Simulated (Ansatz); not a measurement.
# Fields on a plane of CeO2 (fluorite)

```xyz
3
Lattice="0.0000 2.7190 2.7190 2.7190 0.0000 2.7190 2.7190 2.7190 0.0000" Properties=species:S:1:pos:R:3 pbc="T T T"
Ce     0.0000     0.0000     0.0000
O      1.3595     1.3595     1.3595
O      4.0784     4.0784     4.0784
```

The slice is a {100} plane (indices of the conventional cell) through the point (0.000, 0.000, 0.000) (fractional), spanned by u = [100] and v = [0 1 -1] in vectors of this cell: u (3.85 Å) and v (3.85 Å, at 90° to u). It covers one period; positions are fractions (u, v).

Atoms on it: Ce at (0.00, 0.00).

Calculation: r2SCAN (plane waves to 500 eV, PAW, scalar-relativistic; Ansatz, a first-principles code). k mesh 11×11×11. Near the nuclei the fields are pseudised (PAW); where an atom keeps semicore shells as valence, they peak there. CeO2 is run without spin polarisation. CeO2 was relaxed with its symmetry unable to fall. The PAW data are Ansatz's earlier set. The filling of the f shell was not checked against other fillings, so treat energies with care.

```
|xxxxxx999977330000000000000033779999xxxx|
|xxxx9999997722000000000000002277999999xx|
|8899999999661100000000000000116699999999|
|9999999977330000000000000000003377999999|
|7777776633110000000000000000001133667777|
|3333221100000000000000000000000000112233|
|0000000000000000000000000000000000000000|
|0000000000000000000000000000000000000000|
|0000000000000000000000000000000000000000|
|0000000000000000000000000000000000000000|
|0000000000000000000000000000000000000000|
|0000000000000000000000000000000000000000|
|0000000000000000000000000000000000000000|
|3333221100000000000000000000000000112233|
|7777776633110000000000000000001133667777|
|9999999977330000000000000000003377999999|
|8899999999661100000000000000116699999999|
|xxxx9999997722000000000000002277999999xx|
|xxxxxx999977330000000000000033779999xxxx|
|xxxxxx889977330000000000000033779988xxxx|
```
Scale: ten equal steps from 0.01 (start of '0') to 0.87 (end of '9'), in the order '0123456789'. Values: electron localisation function (ELF). The map has 20 points along u (two characters each, u = 0 at the left) and 20 along v (v = 0 in the bottom row). Points within 0.5 Å of a nucleus are blanked (x), as the pseudised field means little there.

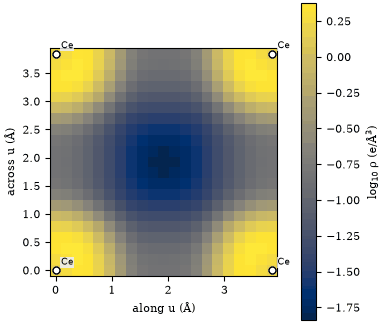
Figure. Log₁₀ of the valence density in e/Å³, one period of the plane, atoms marked. The scale is logarithmic, as a density can span decades between atoms and voids.
